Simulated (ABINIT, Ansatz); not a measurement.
# Re (Rhenium): from the cell to the phonon bands

How does Re (Rhenium) vibrate, and is this structure a minimum?

Program: ABINIT 10.8.3. Level of theory: DFT LDA, scalar-relativistic, plane waves, PseudoDojo norm-conserving pseudopotentials. Results are calculated unless marked as measured.

### Step 1. Starting point

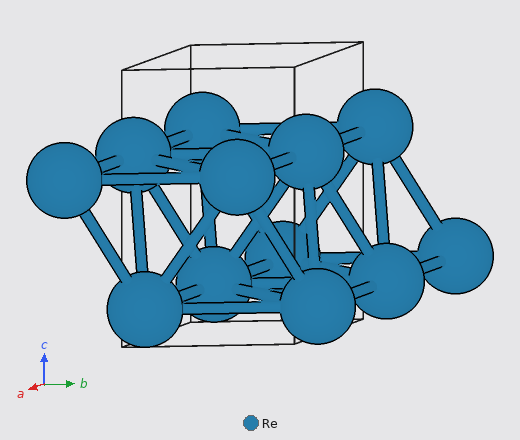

The starting structure, seen slightly off an axis (rhenium blue). 3×2×1 cells are drawn.

### Step 2. A first look

A first run with smearing and empty bands tells whether the crystal has a gap, which decides between fixed occupations and smearing later on.

probe.abi

```
# ground state
tolvrs 1.0d-08
prtden 1
prtwf 1

# basis, mesh and filling
ecut 30.0
ngkpt 9 9 4
nshiftk 1
shiftk 0.0 0.0 0.0
istwfk *1
occopt 7
tsmear 0.005
nband 23
nstep 100
diemac 9.0
prtebands 0
prtgsr 0

# cell and atoms
acell 3*1.0 Angstrom
rprim 
    2.7608 0.0 0.0
    -1.3804 2.390922935 0.0
    0.0 0.0 4.4582
ntypat 1
znucl 75
natom 2
typat 1 1
xred 
    1/3 2/3 0.25
    2/3 1/3 0.75
pp_dirpath "./pseudo"
pseudos "Re.upf"
```

On the command line:

```
OMP_NUM_THREADS=1 mpirun -n 16 abinit probe.abi > probe.log
```

Numbers of over 12 decimals in the logs are rounded to 6 here.

probe.abo, the main output file:

```text
[banners, grids, parts of the stress and lines that vanish by symmetry left out]
- input  file    -> probe.abi
- output file    -> probe.abo
- root for input  files -> probei
[...]
Symmetries : space group P6_3/m m c (#194); Bravais hP (primitive hexag.)
[...]
mpw =        1576          nfft =       32805          nkpt =          36
[...]
== DATASET  1 ==================================================================
[...]
-    --> not optimal distribution: autoparal keyword recommended in input file <--
[...]
cutoff_energies: {ecut:  30.0, pawecutdg:  -1.0, }
[...]
ETOT  1  -173.66276777569    -1.737E+02 1.111E-01 3.824E+01
 ETOT  2  -173.74705767275    -8.429E-02 2.045E-02 8.421E+00
 ETOT  3  -173.74981147996    -2.754E-03 8.297E-03 2.822E-03
 ETOT  4  -173.74981527558    -3.796E-06 1.655E-03 3.019E-05
 ETOT  5  -173.74981528499    -9.411E-09 3.870E-04 1.847E-06
 ETOT  6  -173.74981528570    -7.111E-10 6.125E-04 4.337E-09
 At SCF step    6       vres2   =  4.34E-09 < tolvrs=  1.00E-08 =>converged.
[...]
sigma(1 1)=  3.82327700E-04  sigma(3 2)=  0.00000000E+00
  sigma(2 2)=  3.82327692E-04  sigma(3 1)=  0.00000000E+00
  sigma(3 3)=  3.97210833E-04  sigma(2 1)=  0.00000000E+00
[...]
convergence: {deltae: -7.111E-10, res2:  4.337E-09, residm:  6.125E-04, diffor: null, }
etotal    :  -1.73749815E+02
[...]
sigma(1 1)=  3.82327700E-04  sigma(3 2)=  0.00000000E+00
  sigma(2 2)=  3.82327692E-04  sigma(3 1)=  0.00000000E+00
  sigma(3 3)=  3.97210833E-04  sigma(2 1)=  0.00000000E+00
[...]
- sigma(1 1)=  1.12484693E+01  sigma(3 2)=  0.00000000E+00
- sigma(2 2)=  1.12484690E+01  sigma(3 1)=  0.00000000E+00
- sigma(3 3)=  1.16863462E+01  sigma(2 1)=  0.00000000E+00
[...]
fcart     -0.0000000000E+00 -0.0000000000E+00 -1.6364045623E-26
           strten      3.8232769979E-04  3.8232769168E-04  3.9721083328E-04
================================================================================

[key lines of the parts left out:]
pressure_GPa:  -1.1394E+01
```

Elapsed: 4.8 s, on 16 MPI ranks of Arm Neoverse V1, shared host.

Read from the output:

```
volume per atom   : 14.71 Å³
pressure          : -11.39 GPa
gap on the k-mesh : 0 eV
```

No gap opens on this mesh, so smearing is kept; the printed pressure holds the stress of the finite basis too.

### Step 3. Relaxation

The harmonic expansion needs vanishing forces, and a free crystal bears no stress, so cell and atoms are brought to rest. Stress is more sensitive to the basis than forces are: the last 3 Ha under the cutoff are smoothed with ecutsm, and the cutoff is raised above that of the later runs.

relax.abi

```
# relaxation
ionmov 2
optcell 2
dilatmx 1.08
ntime 40
tolmxf 1.0d-05
tolvrs 1.0d-14
prtwf 0
prtden 0
chksymtnons 0

# basis, mesh and filling
ecut 38.0
ecutsm 3.0
ngkpt 12 12 6
nshiftk 1
shiftk 0.0 0.0 0.0
istwfk *1
occopt 7
tsmear 0.01
nband 23
nstep 100
diemac 1000000.0
prtebands 0
prtgsr 0

# cell and atoms
acell 3*1.0 Angstrom
rprim 
    2.7608 0.0 0.0
    -1.3804 2.390922935 0.0
    0.0 0.0 4.4582
ntypat 1
znucl 75
natom 2
typat 1 1
xred 
    1/3 2/3 0.25
    2/3 1/3 0.75
pp_dirpath "./pseudo"
pseudos "Re.upf"
```

On the command line:

```
OMP_NUM_THREADS=1 mpirun -n 16 abinit relax.abi > relax.log
```

relax.abo, the main output file:

```text
[banners, grids, parts of the stress and lines that vanish by symmetry left out]
- input  file    -> relax.abi
- output file    -> relax.abo
- root for input  files -> relaxi
[...]
Symmetries : space group P6_3/m m c (#194); Bravais hP (primitive hexag.)
[...]
mpw =        2826          nfft =       55296          nkpt =          76
[...]
== DATASET  1 ==================================================================
[...]
cutoff_energies: {ecut:  38.0, pawecutdg:  -1.0, }
[...]
ETOT  1  -173.65822039211    -1.737E+02 2.856E-01 6.372E+01
 ETOT  2  -173.74898047803    -9.076E-02 1.510E-01 1.039E+01
 ETOT  3  -173.75102911005    -2.049E-03 1.371E-02 1.607E-03
 ETOT  4  -173.75103095289    -1.843E-06 6.868E-03 6.567E-05
 ETOT  5  -173.75103096391    -1.102E-08 1.517E-03 7.369E-08
[...]
At SCF step    9       vres2   =  5.90E-16 < tolvrs=  1.00E-14 =>converged.
[...]
sigma(1 1)=  3.57855782E-04  sigma(3 2)=  0.00000000E+00
  sigma(2 2)=  3.57855774E-04  sigma(3 1)=  0.00000000E+00
  sigma(3 3)=  3.51588002E-04  sigma(2 1)=  0.00000000E+00
[...]
convergence: {deltae: -1.336E-12, res2:  5.899E-16, residm:  1.237E-03, diffor: null, }
etotal    :  -1.73751031E+02
[...]
ETOT  1  -173.74520102767    -1.737E+02 8.018E+05 3.685E+01
[...]
At SCF step    9       vres2   =  2.43E-17 < tolvrs=  1.00E-14 =>converged.
[...]
sigma(1 1)= -6.36063873E-05  sigma(3 2)=  0.00000000E+00
  sigma(2 2)= -6.36063958E-05  sigma(3 1)=  0.00000000E+00
  sigma(3 3)= -7.11305304E-05  sigma(2 1)=  0.00000000E+00
[...]
convergence: {deltae: -8.242E-13, res2:  2.430E-17, residm:  1.558E-05, diffor: null, }
etotal    :  -1.73751981E+02
[...]
ETOT  1  -173.75185398238    -1.738E+02 1.007E-05 8.651E-01
[...]
At SCF step    8       vres2   =  2.86E-16 < tolvrs=  1.00E-14 =>converged.
[...]
sigma(1 1)=  3.82833641E-06  sigma(3 2)=  0.00000000E+00
  sigma(2 2)=  3.82832792E-06  sigma(3 1)=  0.00000000E+00
  sigma(3 3)= -2.75979899E-07  sigma(2 1)=  0.00000000E+00
[...]
convergence: {deltae: -9.663E-13, res2:  2.862E-16, residm:  5.370E-07, diffor: null, }
etotal    :  -1.73752011E+02
[...]
ETOT  1  -173.75201108670    -1.738E+02 2.115E-04 1.592E-03
[...]
At SCF step    7       vres2   =  5.34E-16 < tolvrs=  1.00E-14 =>converged.
[...]
sigma(1 1)=  8.21033605E-07  sigma(3 2)=  0.00000000E+00
  sigma(2 2)=  8.21025114E-07  sigma(3 1)=  0.00000000E+00
  sigma(3 3)= -1.42713308E-06  sigma(2 1)=  0.00000000E+00
[...]
convergence: {deltae:  1.194E-12, res2:  5.338E-16, residm:  4.777E-08, diffor: null, }
etotal    :  -1.73752011E+02
[...]
ETOT  1  -173.75201131718    -1.738E+02 1.477E-05 4.691E-04
[...]
At SCF step    7       vres2   =  1.46E-16 < tolvrs=  1.00E-14 =>converged.
[...]
sigma(1 1)= -7.48502869E-08  sigma(3 2)=  0.00000000E+00
  sigma(2 2)= -7.48587786E-08  sigma(3 1)=  0.00000000E+00
  sigma(3 3)= -6.87370829E-07  sigma(2 1)=  0.00000000E+00
[...]
convergence: {deltae: -1.307E-12, res2:  1.456E-16, residm:  1.972E-09, diffor: null, }
etotal    :  -1.73752011E+02
[...]
ETOT  1  -173.75201140292    -1.738E+02 4.686E-09 6.730E-05
[...]
ETOT  5  -173.75201141651     1.251E-12 1.119E-09 2.767E-12
 ETOT  6  -173.75201141651    -4.263E-13 3.078E-10 4.748E-15
 At SCF step    6       vres2   =  4.75E-15 < tolvrs=  1.00E-14 =>converged.
[...]
sigma(1 1)= -6.65125090E-08  sigma(3 2)=  0.00000000E+00
  sigma(2 2)= -6.65210004E-08  sigma(3 1)=  0.00000000E+00
  sigma(3 3)= -9.45191488E-08  sigma(2 1)=  0.00000000E+00
[...]
convergence: {deltae: -4.263E-13, res2:  4.748E-15, residm:  3.078E-10, diffor: null, }
etotal    :  -1.73752011E+02
[...]
At Broyd/MD step   6, gradients are converged :
[...]
sigma(1 1)= -6.65125090E-08  sigma(3 2)=  0.00000000E+00
  sigma(2 2)= -6.65210004E-08  sigma(3 1)=  0.00000000E+00
  sigma(3 3)= -9.45191488E-08  sigma(2 1)=  0.00000000E+00
[...]
- sigma(1 1)= -1.95686557E-03  sigma(3 2)=  0.00000000E+00
- sigma(2 2)= -1.95711540E-03  sigma(3 1)=  0.00000000E+00
- sigma(3 3)= -2.78084937E-03  sigma(2 1)=  0.00000000E+00
[...]
fcart     -0.0000000000E+00 -0.0000000000E+00 -0.0000000000E+00
           strten     -6.6512508952E-08 -6.6521000396E-08 -9.4519148813E-08
================================================================================

[key lines of the parts left out:]
pressure_GPa:   2.2316E-03
Total energy (etotal) [Ha]= -1.73752011416510E+02
```

Run time: 50 s. Hardware: 16 MPI ranks; 13 min of CPU time.

Step by step:

```csv
step,energy less that of the first step (eV),largest force (eV/Å),volume (Å³)
1,0.0000,0.0000,29.43
2,-0.0259,0.0000,28.50
3,-0.0267,0.0000,28.64
4,-0.0267,0.0000,28.63
5,-0.0267,0.0000,28.63
6,-0.0267,0.0000,28.63
```

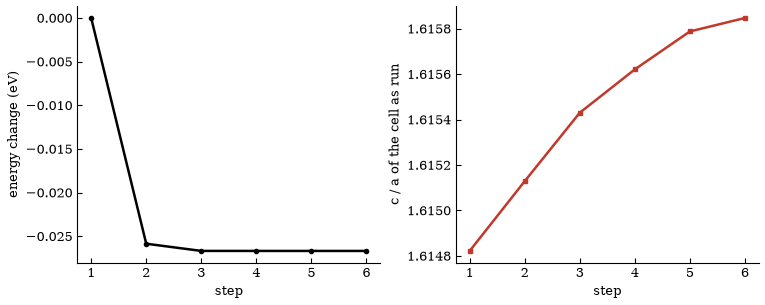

Energy and cell shape along the relaxation.

```csv
"conventional cell, symmetrised",before,after,change
a (Å),2.761,2.735,-0.9 %
b (Å),2.761,2.735,-0.9 %
c (Å),4.458,4.419,-0.9 %
volume (Å³/atom),14.71,14.32,-2.7 %
```

The relaxed structure:

```
Re
1.0
     2.73508    0.00000    0.00000
    -1.36754    2.36865    0.00000
     0.00000    0.00000    4.41947
Re
2
Direct
  0.33333 0.66667 0.25000
  0.66667 0.33333 0.75000
```

Numbers from this step:

```
volume per atom : 14.32 Å³
pressure        : 0.002232 GPa
```

The volume changes by -2.7 % in this run and stands -2.7 % from the first cell.

### Step 4. Ground state

First-order wavefunctions inherit every error of the ground state, hence the very tight tolvrs. Smearing stays on, as the first look found no gap above 0.3 eV.

gs.abi

```
# ground state
tolvrs 1.0d-16
prtden 1
prtwf 1

# basis, mesh and filling
ecut 30.0
ngkpt 12 12 6
nshiftk 1
shiftk 0.0 0.0 0.0
istwfk *1
occopt 7
tsmear 0.01
nband 23
nstep 100
diemac 1000000.0
prtebands 0
prtgsr 0

# cell and atoms
acell 3*1.0 Angstrom
rprim 
    2.735077554 0.0 0.0
    -1.367538777 2.368646643 0.0
    0.0 0.0 4.419468137
ntypat 1
znucl 75
natom 2
typat 1 1
xred 
    1/3 2/3 0.25
    2/3 1/3 0.75
pp_dirpath "./pseudo"
pseudos "Re.upf"
```

On the command line:

```
OMP_NUM_THREADS=1 mpirun -n 16 abinit gs.abi > gs.log
```

gs.abo, the main output file:

```text
[banners, grids, parts of the stress and lines that vanish by symmetry left out]
- input  file    -> gs.abi
- output file    -> gs.abo
- root for input  files -> gsi
[...]
Symmetries : space group P6_3/m m c (#194); Bravais hP (primitive hexag.)
[...]
mpw =        1542          nfft =       32805          nkpt =          76
[...]
== DATASET  1 ==================================================================
[...]
cutoff_energies: {ecut:  30.0, pawecutdg:  -1.0, }
[...]
ETOT  1  -173.67241940922    -1.737E+02 1.734E-01 3.624E+01
 ETOT  2  -173.74973794531    -7.732E-02 2.032E-02 5.835E+00
 ETOT  3  -173.75163368737    -1.896E-03 2.295E-03 1.765E-03
 ETOT  4  -173.75163476073    -1.073E-06 2.101E-03 2.964E-05
 ETOT  5  -173.75163476765    -6.917E-09 1.374E-03 8.828E-08
[...]
ETOT  9  -173.75163476767    -1.137E-13 5.883E-04 1.231E-16
 ETOT 10  -173.75163476767     6.537E-13 1.161E-03 8.759E-19
 At SCF step   10       vres2   =  8.76E-19 < tolvrs=  1.00E-16 =>converged.
[...]
sigma(1 1)=  1.93880293E-05  sigma(3 2)=  0.00000000E+00
  sigma(2 2)=  1.93880324E-05  sigma(3 1)=  0.00000000E+00
  sigma(3 3)=  1.92882808E-05  sigma(2 1)=  0.00000000E+00
[...]
convergence: {deltae:  6.537E-13, res2:  8.759E-19, residm:  1.161E-03, diffor: null, }
etotal    :  -1.73751635E+02
[...]
sigma(1 1)=  1.93880293E-05  sigma(3 2)=  0.00000000E+00
  sigma(2 2)=  1.93880324E-05  sigma(3 1)=  0.00000000E+00
  sigma(3 3)=  1.92882808E-05  sigma(2 1)=  0.00000000E+00
[...]
- sigma(1 1)=  5.70415516E-01  sigma(3 2)=  0.00000000E+00
- sigma(2 2)=  5.70415608E-01  sigma(3 1)=  0.00000000E+00
- sigma(3 3)=  5.67480813E-01  sigma(2 1)=  0.00000000E+00
[...]
fcart      4.1677399197E-28 -4.8124915293E-28 -0.0000000000E+00
           strten      1.9388029307E-05  1.9388032435E-05  1.9288280782E-05
================================================================================

[key lines of the parts left out:]
pressure_GPa:  -5.6944E-01
```

It took 9.1 s on 16 MPI ranks.

Numbers from this step:

```yaml
pressure: -0.5694 GPa
```

The cell stands at -0.57 GPa: the relaxation ran with a smoothed and higher cutoff, and the difference is a stress of the finite basis.

(Continued in part 2 of 4.)

[Host names and launcher messages were left out of these logs when they were recorded.]

[Logs are printed without paths, hosts, clocks, repeated set-up lines and the standing remarks that a program may print on its own settings, such as how far it seeks lower states.]

[Hosts, paths, dates, database ids (printed as entryN), source tags and the programs' standing remarks are cut or masked in the printed files.]
